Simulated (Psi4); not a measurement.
# Run report: SiNH$_{4}$O, energy and gradient calculation (part 1 of 2)

SiNH$_{4}$O, multiplicity 4, computed with M06-L/6-311+G**, UKS (Psi4 1.11).

The geometry is that of the parent species in another charge or spin state. The geometry comes from this level: PBE0-D4/def2-TZVP.

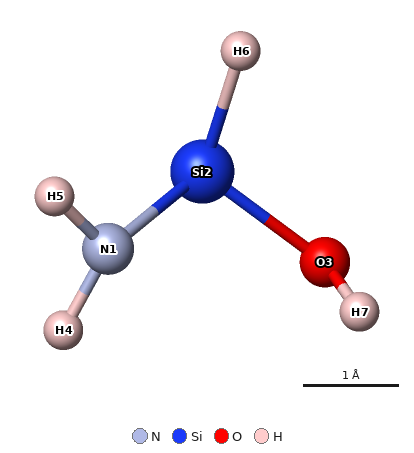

Fig. 1: The structure (ball-and-stick view, seen at a tilt; atoms are numbered from 1 in the order of the input). Bond lengths as drawn: H–N 1.01 Å, H–O 0.96 Å, H–Si 1.50 Å, N–Si 1.72 Å and O–Si 1.65 Å.

## Key numbers

| quantity | value |
| --- | --- |
| outcome | converged |
| total energy | −421.665321 hartree |
| basis functions | 98 |
| largest force | 4.103 eV/Å |
| ⟨S²⟩ | 3.757 |
| dipole moment | 1.52 D |
| hardware | 1 thread of Intel Xeon (Granite Rapids), 32 GiB of memory available, shared host |
| wall time | 62 s |
| peak memory | 1.1 GiB |

## Input file (input.dat)
```
memory 2200 mb

molecule {
  0 4
  N
  Si 1 1.722728
  O 2 1.649459 1 109.41018
  H 1 1.008413 2 120.53013 3 -64.39333
  H 1 1.008827 4 110.77865 2 145.09283
  H 2 1.500098 3 112.71261 1 115.50188
  H 3 0.961323 2 115.83471 6 79.12854
  symmetry c1
  no_reorient
  no_com
}

set {
  reference            uks
  puream               true
  e_convergence        1e-09
  d_convergence        1e-08
  scf_type             pk
  dft_radial_points    99
  dft_spherical_points 590
  maxiter              100
}

e_tot, wfn = gradient("m06-l/6-311+G**", return_wfn=True)
oeprop(wfn, "LOWDIN_CHARGES", "WIBERG_LOWDIN_INDICES", "MAYER_INDICES")
```

Launched with:
```bash
psi4 input.dat output.dat -n 1
```

## Output
```
Psi4 1.11 release

gradient() will perform analytic gradient computation.

   => Loading Basis Set <=

    Name: 6-311+G**
    Role: ORBITAL
    Keyword: BASIS

         ---------------------------------------------------------
                                   SCF
                              UKS Reference
                        1 Threads,   2098 MiB Core
         ---------------------------------------------------------

  ==> Geometry <==

    Molecular point group: c1
    Full point group: C1

    Geometry (in Angstrom), charge = 0, multiplicity = 4:

       Center              X                  Y                   Z               Mass
    ------------   -----------------  -----------------  -----------------  -----------------
         N            0.022394957590     0.417944184096    -1.409376185084    14.003074004430
         SI           0.022394957590     0.417944184096     0.313351814916    27.976926534650
         O            0.022394957590    -1.137765548092     0.861514401979    15.994914619570
         H            0.805690913968     0.042539518943    -1.921641312408     1.007825032230
         H           -0.376667159554     1.207737889712    -1.893842123163     1.007825032230
         H           -1.226556025837     1.162217185880     0.682774539472     1.007825032230
         H           -0.490732779287    -1.764400228686     0.343662286937     1.007825032230

  Running in c1 symmetry.

  Rotational constants: A =      0.80838  B =      0.24625  C =      0.19927 [cm^-1]
  Rotational constants: A =  24234.56696  B =   7382.40388  C =   5974.09057 [MHz]
  Nuclear repulsion =  111.033663723902194

  Charge       = 0
  Multiplicity = 4
  Electrons    = 33
  Nalpha       = 18
  Nbeta        = 15

  ==> Algorithm <==

  SCF Algorithm Type is PK.
  DIIS enabled.
  MOM disabled.
  Fractional occupation disabled.
  Guess Type is SAD.
  Energy threshold   = 1.00e-09
  Density threshold  = 1.00e-08
  Integral threshold = 1.00e-12

  ==> Primary Basis <==

  Basis Set: 6-311+G**
    Blend: 6-311+G**
    Number of shells: 50
    Number of basis functions: 98
    Number of Cartesian functions: 101
    Spherical Harmonics?: true
    Max angular momentum: 2

  ==> DFT Potential <==

   => LibXC <=

    Version 7.1.2

   => Composite Functional: M06-L <=

    M06-L Meta-GGA XC Functional

    Deriv               =              1
    GGA                 =           TRUE
    Meta                =           TRUE

    Exchange Hybrid     =          FALSE
    MP2 Hybrid          =          FALSE

   => Exchange Functionals <=

    1.0000   XC_MGGA_X_M06_L

   => Correlation Functionals <=

    1.0000   XC_MGGA_C_M06_L

   => LibXC Density Thresholds  <==

    XC_MGGA_C_M06_L:  1.00E-12
    XC_MGGA_X_M06_L:  1.00E-15

   => Molecular Quadrature <=

    Radial Scheme          =       TREUTLER
    Pruning Scheme         =           NONE
    Nuclear Scheme         =       TREUTLER

    Blocking Scheme        =         OCTREE
    BS radius alpha        =              1
    Pruning alpha          =              1
    Radial Points          =             99
    Spherical Points       =            590
    Total Points           =         393762
    Total Blocks           =           2858
    Max Points             =            256
    Max Functions          =             98
    Weights Tolerance      =       1.00E-15

  ==> Integral Setup <==

  Using in-core PK algorithm.
   Calculation information:
      Number of atoms:                   7
      Number of AO shells:              50
      Number of primitives:             87
      Number of atomic orbitals:       101
      Number of basis functions:        98

      Integral cutoff                 1.00e-12
      Number of threads:                 1

  Performing in-core PK
  Using 23537052 doubles for integral storage.
  We computed 754374 shell quartets total.
  Whereas there are 813450 unique shell quartets.

  ==> DiskJK: Disk-Based J/K Matrices <==

    J tasked:                  Yes
    K tasked:                   No
    wK tasked:                  No
    Memory [MiB]:              703
    Schwarz Cutoff:          1E-12

  Cached 33.3% of DFT collocation blocks in 0.715 [GiB].

  Minimum eigenvalue in the overlap matrix is 1.7258310190E-03.
  Reciprocal condition number of the overlap matrix is 2.3361924737E-04.
    Using symmetric orthogonalization.

  ==> Pre-Iterations <==

  SCF Guess: Superposition of Atomic Densities via on-the-fly atomic UHF (no occupation information).

   -------------------------
    Irrep   Nso     Nmo
   -------------------------
     A         98      98
   -------------------------
    Total      98      98
   -------------------------

  ==> Iterations <==

                        Total Energy        Delta E     RMS |[F,P]|

   @UKS iter SAD:  -421.32909402847480   -4.21329e+02   0.00000e+00
   @UKS iter   1:  -421.17274850358228    1.56346e-01   1.09431e-02 ADIIS/DIIS
   @UKS iter   2:  -419.36531475278815    1.80743e+00   2.05472e-02 ADIIS/DIIS
   @UKS iter   3:  -421.50726678077524   -2.14195e+00   5.05174e-03 ADIIS/DIIS
   @UKS iter   4:  -421.20409831132974    3.03168e-01   8.76339e-03 ADIIS/DIIS
   @UKS iter   5:  -421.63785123760897   -4.33753e-01   1.66438e-03 ADIIS/DIIS
   @UKS iter   6:  -421.65649121141740   -1.86400e-02   6.85278e-04 ADIIS/DIIS
   @UKS iter   7:  -421.65958219671495   -3.09099e-03   6.38993e-04 ADIIS/DIIS
   @UKS iter   8:  -421.66150451202554   -1.92232e-03   5.32487e-04 ADIIS/DIIS
   @UKS iter   9:  -421.66312784122158   -1.62333e-03   4.21111e-04 ADIIS/DIIS
   @UKS iter  10:  -421.66446480458944   -1.33696e-03   2.09530e-04 ADIIS/DIIS
   @UKS iter  11:  -421.66501619560387   -5.51391e-04   8.50466e-05 DIIS
   @UKS iter  12:  -421.66519282371758   -1.76628e-04   5.45143e-05 DIIS
   @UKS iter  13:  -421.66530164459391   -1.08821e-04   2.41268e-05 DIIS
   @UKS iter  14:  -421.66531587807060   -1.42335e-05   1.19448e-05 DIIS
   @UKS iter  15:  -421.66532017211597   -4.29405e-06   8.41112e-06 DIIS
   @UKS iter  16:  -421.66532116829165   -9.96176e-07   3.69736e-06 DIIS
   @UKS iter  17:  -421.66532134883323   -1.80542e-07   1.50289e-06 DIIS
   @UKS iter  18:  -421.66532140958947   -6.07562e-08   8.87883e-07 DIIS
   @UKS iter  19:  -421.66532142032025   -1.07308e-08   2.85163e-07 DIIS
   @UKS iter  20:  -421.66532142099561   -6.75357e-10   1.28056e-07 DIIS
   @UKS iter  21:  -421.66532142126010   -2.64492e-10   3.52328e-08 DIIS
   @UKS iter  22:  -421.66532142128040   -2.02931e-11   1.99617e-08 DIIS
   @UKS iter  23:  -421.66532142128460   -4.20641e-12   8.14552e-09 DIIS
  Energy and wave function converged.

  ==> Post-Iterations <==

   Electrons on quadrature grid:
      Nalpha   =   17.9999986615 ; deviation = -1.339e-06
      Nbeta    =   15.0000001403 ; deviation = 1.403e-07
      Ntotal   =   32.9999988018 ; deviation = -1.198e-06

   @Spin Contamination Metric:   7.479179663E-03
   @S^2 Expected:                3.750000000E+00
   @S^2 Observed:                3.757479180E+00
   @S   Expected:                1.500000000E+00
   @S   Observed:                1.500000000E+00

    Orbital Energies [Eh]
    ---------------------

    Alpha Occupied:

       1A    -65.902866     2A    -19.019585     3A    -14.313561
       4A     -5.315109     5A     -3.626802     6A     -3.626040
       7A     -3.622872     8A     -1.035614     9A     -0.974282
      10A     -0.593676    11A     -0.580010    12A     -0.531302
      13A     -0.443134    14A     -0.421510    15A     -0.375154
      16A     -0.342996    17A     -0.224469    18A     -0.070022

    Alpha Virtual:

      19A     -0.029350    20A     -0.002780    21A      0.017548
      22A      0.020569    23A      0.035262    24A      0.060936
      25A      0.061519    26A      0.082414    27A      0.089077
      28A      0.095296    29A      0.105601    30A      0.134509
      31A      0.149033    32A      0.206644    33A      0.217379
      34A      0.243294    35A      0.252653    36A      0.271565
      37A      0.298255    38A      0.310632    39A      0.369297
      40A      0.427721    41A      0.456115    42A      0.491409
      43A      0.505112    44A      0.540592    45A      0.613955
      46A      0.630537    47A      0.675947    48A      0.728125
      49A      0.778058    50A      0.841120    51A      0.864051
      52A      0.984623    53A      0.999176    54A      1.017938
      55A      1.055593    56A      1.131497    57A      1.173946
      58A      1.232209    59A      1.239099    60A      1.344638
      61A      1.380570    62A      1.419928    63A      1.511521
      64A      1.555687    65A      1.606050    66A      1.671629
      67A      1.792477    68A      1.879474    69A      1.894335
      70A      2.000152    71A      2.028654    72A      2.298079
      73A      2.328580    74A      2.417155    75A      2.512697
      76A      2.654957    77A      2.692543    78A      2.758577
      79A      2.854301    80A      2.888095    81A      2.963652
      82A      3.060494    83A      3.080809    84A      3.289877
      85A      3.737558    86A      3.827393    87A      4.205006
      88A      4.707227    89A      5.033022    90A      5.078381
      91A      5.539187    92A      5.678795    93A     11.395305
      94A     11.504757    95A     11.546990    96A     35.606290
      97A     50.097077    98A    141.625368

    Beta Occupied:

       1A    -65.898457     2A    -19.015501     3A    -14.292271
       4A     -5.312077     5A     -3.623597     6A     -3.619808
       7A     -3.617606     8A     -1.024569     9A     -0.898615
      10A     -0.566578    11A     -0.552071    12A     -0.513365
      13A     -0.398029    14A     -0.369371    15A     -0.328566

    Beta Virtual:

      16A     -0.289216    17A     -0.131844    18A     -0.018361
      19A     -0.006042    20A      0.044460    21A      0.058080
      22A      0.081609    23A      0.085743    24A      0.106994
      25A      0.130135    26A      0.150684    27A      0.164378
      28A      0.182983    29A      0.194440    30A      0.213713
      31A      0.241483    32A      0.253697    33A      0.286672
      34A      0.289002    35A      0.312135    36A      0.329023
      37A      0.348531    38A      0.389612    39A      0.441498
      40A      0.482887    41A      0.510951    42A      0.526093
      43A      0.571528    44A      0.623295    45A      0.646889
      46A      0.701875    47A      0.731404    48A      0.783759
      49A      0.822389    50A      0.856487    51A      0.877975
      52A      0.990170    53A      1.009232    54A      1.027779
      55A      1.061931    56A      1.120108    57A      1.179191
      58A      1.234200    59A      1.248052    60A      1.336863
      61A      1.371312    62A      1.419474    63A      1.502649
      64A      1.539455    65A      1.553755    66A      1.663904
      67A      1.752383    68A      1.894170    69A      1.950500
      70A      1.997089    71A      2.013798    72A      2.314928
      73A      2.357415    74A      2.397341    75A      2.503432
      76A      2.523244    77A      2.640058    78A      2.705225
      79A      2.850887    80A      2.885315    81A      2.918229
      82A      3.064588    83A      3.092127    84A      3.303574
      85A      3.824480    86A      3.835321    87A      4.178228
      88A      4.577177    89A      5.047336    90A      5.091535
      91A      5.546170    92A      5.680121    93A     11.405529
      94A     11.508238    95A     11.550449    96A     35.594557
      97A     50.096271    98A    141.628071

    Final Occupation by Irrep:
              A
    DOCC [    15 ]
    SOCC [     3 ]
    NA   [    18 ]
    NB   [    15 ]

  @UKS Final Energy:  -421.66532142128460

   => Energetics <=

    Nuclear Repulsion Energy =            111.0336637239021940
    One-Electron Energy =                -800.1684381438903984
    Two-Electron Energy =                 305.3345795821503543
    DFT Exchange-Correlation Energy =     -37.8651265834468020
    Empirical Dispersion Energy =           0.0000000000000000
    VV10 Nonlocal Energy =                  0.0000000000000000
    Total Energy =                       -421.6653214212846024

  UHF NO Occupations:
  HONO-2 :   16  A 1.0000000
  HONO-1 :   17  A 1.0000000
  HONO-0 :   18  A 1.0000000
  LUNO+0 :   19  A 0.0015966
  LUNO+1 :   20  A 0.0009263
  LUNO+2 :   21  A 0.0004256
  LUNO+3 :   22  A 0.0003264

Computation Completed

Properties will be evaluated at   0.000000,   0.000000,   0.000000 [a0]

Properties computed using the SCF density matrix

 Multipole Moments:

 ------------------------------------------------------------------------------------
     Multipole            Electronic (a.u.)      Nuclear  (a.u.)        Total (a.u.)
 ------------------------------------------------------------------------------------
```
